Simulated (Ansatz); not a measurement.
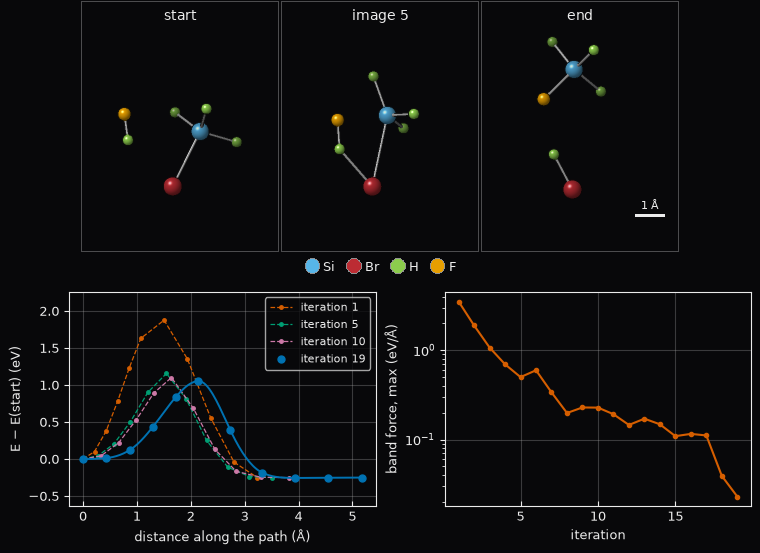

A nudged-elastic-band calculation for SiH4BrF, made up at the start of SiH3Br and HF. Images are numbered from 0 (start) to 10 (end). The plot follows the band through its iterations. The picture is a ball-and-stick view, seen at a tilt.

Level of theory: Ansatz, RKS PBE0-D4/def2-SVP. Set-up: 9 movable images; climbing image; force threshold 0.03 eV/Å; iteration limit 60; spring constant 0.1 eV/Å²; starting path through a guess of the saddle point.

How did the profile develop, and is the result final?

Answer. The run is converged, with reservations. The band converged in 19 iterations. The largest component of the band force went from 3.5 to 0.023 eV/Å. The climbing image converged on the top of the path. Its curvatures weren't checked. The spring constant is far from the usual few eV/Å², which spoils the spacing or the steps. The first iteration put the highest image at 1.88 eV. The energy climbs by 1.05 eV to image 5 and then falls by 1.30 eV, so the end point sits at −0.25 eV. Image 8 lies below both ends, at −0.25 eV, which points to an intermediate minimum that so few images don't resolve.

Limits of the set-up: the start holds two separate molecules, 2.4 Å apart at their closest, whose relative position is a soft coordinate.

The run took 4.9 min on 2 threads of AMD EPYC 7R43 64-Core Processor (Zen 3) (shared host), peak memory 0.19 GiB.
